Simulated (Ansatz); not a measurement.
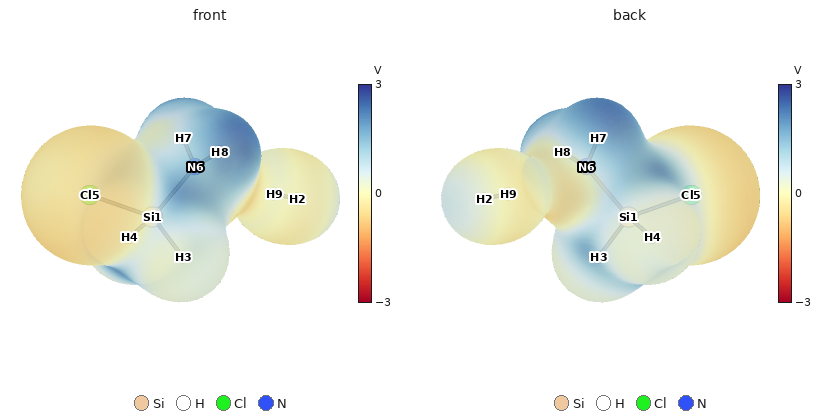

ClH₄NSi···H₂. The electrostatic potential painted on the density surface at 0.004 e/bohr³, seen from the front and from behind; red is negative and blue positive.

All numbers below come from RKS B3LYP-D4/def2-SVP (Ansatz 0.2.0).

```
atom    x (Å)    y (Å)    z (Å)
  Si  -0.1189  -0.7350  -0.6958
   H   1.0467   0.3129   3.4358
   H   0.8347   0.3270  -1.0989
   H  -1.4516  -0.2097  -0.3116
  Cl  -0.4184  -1.9386  -2.3860
   N   0.5430  -1.5577   0.6650
   H  -0.0276  -2.2187   1.1852
   H   1.5146  -1.8561   0.6543
   H   0.9137  -0.0615   2.7844
```

Question: Where is the surface potential most negative and most positive?

Answer: The most negative region (about −0.7 V, or −16 kcal/mol for a unit charge) lies over Cl5 and N6, the most positive (about +2.4 V, or +55 kcal/mol for a unit charge) over H7 and H8.
